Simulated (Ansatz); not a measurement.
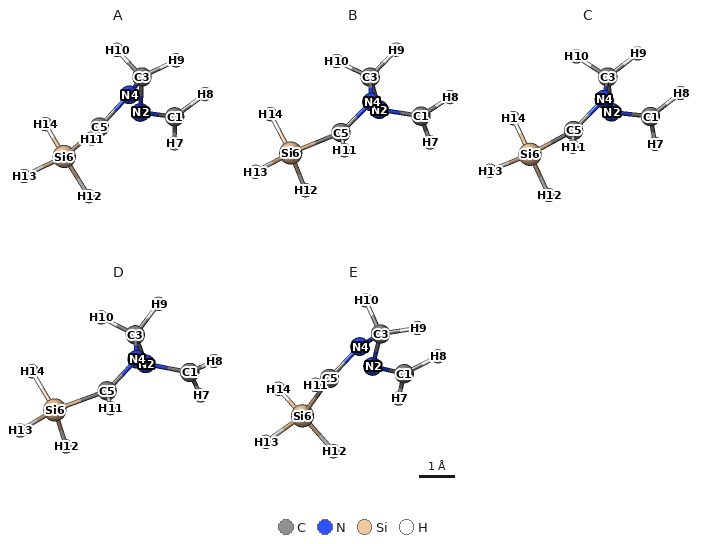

5 geometries from one relaxation of C$_{3}$H$_{8}$N$_{2}$Si, in shuffled order. The picture is a ball-and-stick view, seen from a free direction.

The run prepares an end point of a later path (torsion) calculation, from a guessed geometry.

Theory: Ansatz 0.2.0, RKS B3LYP-D4/cc-pVDZ. (no spin polarisation; force threshold 0.015 eV/Å; at most 40 steps)

> Order the frames from highest to lowest energy.

D, B, C, A, E. They are steps 0, 5, 8, 11, 22, at +0.745 eV, +0.204 eV, +0.115 eV, +0.038 eV relative to the last. After 20 accepted moves (22 points after the start) the energy has fallen by 0.745 eV. Largest force component: 5.1 eV/Å at the start, 0.0074 eV/Å at the end. The line search rejected the trial steps at points 3, 21 of the run. The largest moves after the best rigid fit, 1.13 Å, are those of H9 and H11. Largest moves by element: H 1.13 Å, N 0.71 Å, C 0.65 Å, Si 0.47 Å. Among the contacts that change: N2–Si6 3.411 → 2.687 Å, C3–N4 1.352 → 1.448 Å, C1–N2 1.315 → 1.266 Å, C1–H8 1.062 → 1.107 Å. Bond angles that change, for instance: H9–C3–H10 100.0° → 106.7°, C5–Si6–H13 109.0° → 102.5°, N4–C3–H10 112.8° → 106.9°. Groups turn about N2–C3 by about 65°, C3–N4 by about 55°.
